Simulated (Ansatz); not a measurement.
In doubt: masses and optical values from hybrid runs of this build are listed as unsure (in some of the runs), which bears on the screening that GW takes from such a start.

System: SiGe (zincblende [001] superlattice) (Pmma).

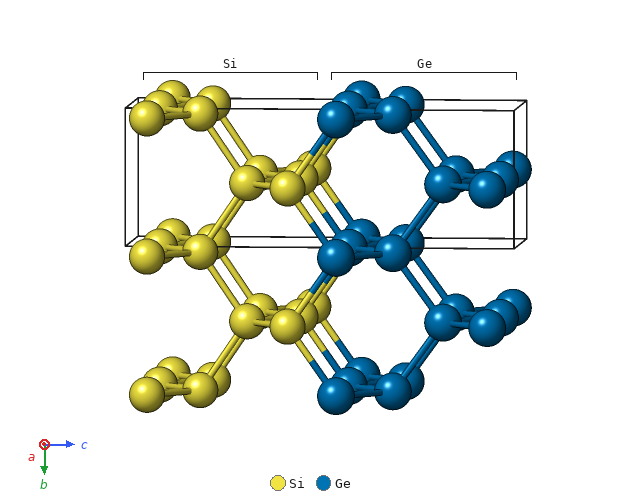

The structure (silicon yellow, germanium blue). 2×2×1 cells are drawn. Some periodic images of atoms are drawn too.

The structure was built from a prototype and need not be the compound's stable phase.

```
Si Ge
1.0
     3.89582    0.00000    0.00000
     0.00000    3.89843    0.00000
     0.00000    0.00000   10.97948
Si Ge
4 4
Direct
  0.00000 0.00000 0.06136
  0.50000 0.00000 0.18177
  0.50000 0.50000 0.30265
  0.00000 0.50000 0.42304
  0.00000 0.00000 0.54765
  0.50000 0.00000 0.67757
  0.50000 0.50000 0.80680
  0.00000 0.50000 0.93675
```

The structure was relaxed with LDA. The runs that relaxed it are not among those shown.

Gaps computed with Ansatz 0.2.0 without a self-energy: HSE06 0.87 eV and LDA 0.23 eV.

What gap should G0W0 on HSE06 give (6×6×2 mesh, 260 empty bands, screening to 78 eV, PAW set soft_1 files)?

About 0.88 eV: on its mesh the run moves the gap from 0.84 eV by +0.04 eV. Among the scalar-relativistic levels given, HSE06 is nearest (−0.01 eV). Bands and cutoff are finite, so the gap is not at the basis limit. The miss can reach some tenths of an eV and take either sign; the mesh is an error of its own. The 6×6×2 mesh is coarse for this cell (its supercell is 22 Å along the shortest edge). The RPA ε∞ on it, from the HSE06 start, is 10.56, 11.67 and 11.83; such meshes misread the long-range screening, most where the gap is narrow. The many-body steps are scalar-relativistic: spin-orbit coupling is not in them.

[Paths, hosts, dates, memory and timing lines, banners, echoed tables and standing remarks are left out of the program output.]

[Logs are printed without paths, hosts, clocks, repeated set-up lines and the standing remarks that a program may print on its own settings, such as how far it seeks lower states.]

[Runs of the session that timed out or met a known fault of the program may be left out.]

[Cells called generated may have been cut or substituted from an entry of the Crystallography Open Database or the Materials Project.]

[Hosts, paths, dates, database ids (printed as entryN), source tags and the programs' standing remarks are cut or masked in the printed files.]
